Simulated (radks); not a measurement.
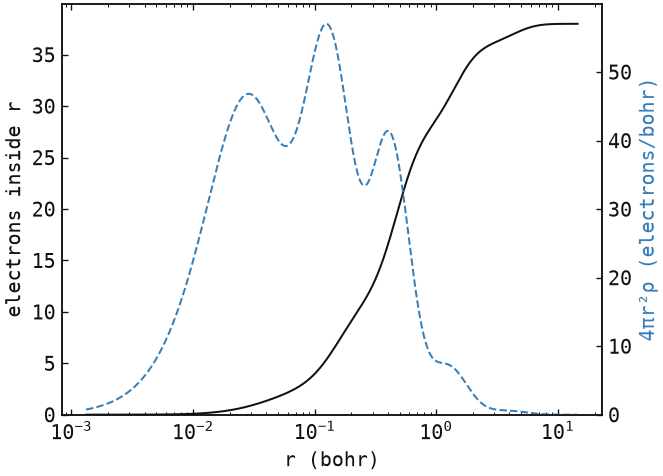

**Figure 1.** The number of electrons inside radius r (solid) and the radial density 4πr²ρ (dashed). The count levels off at 38 electrons. Half of them lie within 0.461 bohr, 90 % within 1.88 bohr and 99 % within 5.77 bohr. The radial density has minima at 0.0577 and 0.258 bohr, where the count stands at 2.1 and 11.1; these part the shells that the density resolves.

**Atomic calculation for Sr**

- system: atomic strontium (Sr) in the configuration [Kr] 5s2.
- method: non-relativistic Kohn-Sham, r2SCAN, spin-polarised, spherical densities, point nucleus (the in-house radial solver radks)

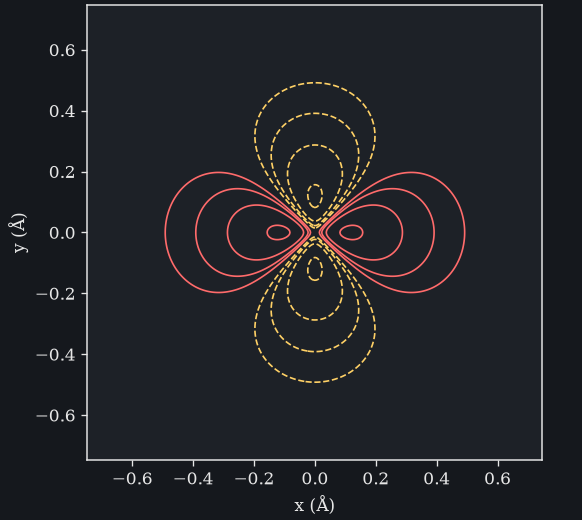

**Figure 2.** One occupied orbital is shown. In the xy plane through the nucleus, contours of ψ are drawn, solid for positive and dashed for negative values, each about twice the one before. (1 bohr = 0.529 Å.) The radial function comes from the spherical calculation and is multiplied by a real spherical harmonic; the overall sign is chosen so that the largest lobe of P(r) is positive. It is 3d(x²−y²). It has two nodal planes at 45° to x and y and no radial node. The maximum of P² lies at 0.378 bohr, ⟨r⟩ = 0.497 bohr, 90 % of the charge lies within 0.803 bohr, and the eigenvalue is −133.0 eV, with 10 electrons in the shell.

These pictures come from the run below.

## Input file
```
Z 38
configuration [Kr] 5s2
relativity non-relativistic
functional r2scan,r2scan
spin polarised
nucleus point
```

Energies in input and log are in hartree, lengths in bohr.

## Log
```
1s      1   1.0000        -575.10566010
2s      1   1.0000         -77.16504338
2p      1   3.0000         -70.21473432
3s      1   1.0000         -12.07819211
3p      1   3.0000          -9.50871412
3d      1   5.0000          -4.88609986
4s      1   1.0000          -1.50900687
4p      1   3.0000          -0.87360981
5s      1   1.0000          -0.12973962
1s      2   1.0000        -575.10566010
2s      2   1.0000         -77.16504338
2p      2   3.0000         -70.21473432
3s      2   1.0000         -12.07819211
3p      2   3.0000          -9.50871412
3d      2   5.0000          -4.88609986
4s      2   1.0000          -1.50900687
4p      2   3.0000          -0.87360981
5s      2   1.0000          -0.12973962
Etot -3133.3502867558336
Ekin 3131.711197898767
Encl -7470.274224919174
Eh 1308.9401713833845
Exc -103.72743111881057
err 2.0550533870215244e-06
it 11
```

## Orbitals

```csv
orbital,occupation,energy (eV),⟨r⟩ (bohr),outer maximum (bohr)
1s up,1,−15649.4,0.04019,0.0266
1s down,1,−15649.4,0.04019,0.0266
2s up,1,−2099.8,0.1769,0.149
2s down,1,−2099.8,0.1769,0.149
2p down,3,−1910.6,0.1523,0.118
2p up,3,−1910.6,0.1523,0.118
3s up,1,−328.664,0.5021,0.445
3s down,1,−328.664,0.5021,0.445
3p down,3,−258.745,0.5026,0.435
3p up,3,−258.745,0.5026,0.435
3d up,5,−132.958,0.4968,0.378
3d down,5,−132.958,0.4968,0.378
4s up,1,−41.062,1.387,1.22
4s down,1,−41.062,1.387,1.22
4p down,3,−23.772,1.572,1.33
4p up,3,−23.772,1.572,1.33
5s down,1,−3.530,4.473,3.83
5s up,1,−3.530,4.473,3.83
```

## Results in brief

- outcome: converged
- total energy: −3133.3503 hartree
- kinetic energy: 3131.7112 hartree
- electron–nucleus energy: −7470.2742 hartree
- Hartree energy: 1308.9402 hartree
- exchange–correlation energy: −103.727431 hartree
- radius at density 0.001 e/bohr³: 5.35 bohr
- SCF iterations: 11
- hardware: 1 CPU thread, shared host

## Remarks

Relativity is left out, which matters for an atom this heavy.
